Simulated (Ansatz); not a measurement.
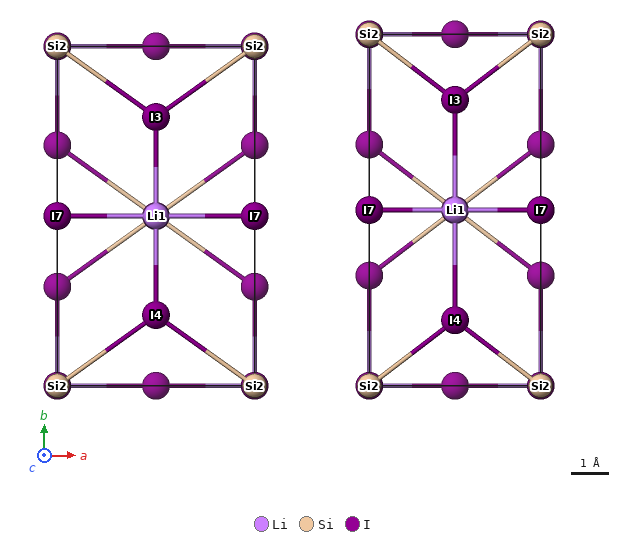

Two geometries of crystalline LiSiI5 (built on the AlCrF5-71 type type), drawn at one scale. One is the start of a relaxation, the other its converged end. A ball-and-stick model of the conventional cell (2 times the calculation's cell), seen along the c axis. Lengths and directions refer to the drawn axes.

Theory: Ansatz, DFT, PBEsol, plane waves, PAW. Set-up: plane-wave cutoff 420 eV; k-point mesh 4 × 4 × 4; occupations fermi dirac; smearing width 0.03 eV; no spin polarisation; cell and atoms relaxed; force threshold 0.01 eV/Å; at most 120 steps.

Question: Which geometry has the lower energy?

Answer: The right one is the relaxed one. After 9 accepted moves (10 points after the start) the energy has fallen by 211 meV per atom. Largest force component: 1.1 eV/Å at the start, 0.0027 eV/Å at the end. Pressure: −2.12 GPa at the start and −0.01 GPa at the end. At 1 point the geometry stayed and the basis and grid were re-selected for the new cell (energy shift of 0.1 meV per atom at most each time). The largest moves relative to the cell, 0.60 Å, are those of I atoms. Si and Li stay in place. The drawn cell changes as follows: a 5.429 → 4.715 Å (−13.1 %), b 9.339 → 9.668 Å (+3.5 %), c 11.249 → 11.882 Å (+5.6 %); the volume changes by −5.0 %. Among the contacts that change: I–Li 2.693 → 3.445 Å, I–Si 2.931 → 2.496 Å, I–Si 3.339 → 2.967 Å, I–Li 2.714 → 2.358 Å. The space group stays Immm (No. 71).
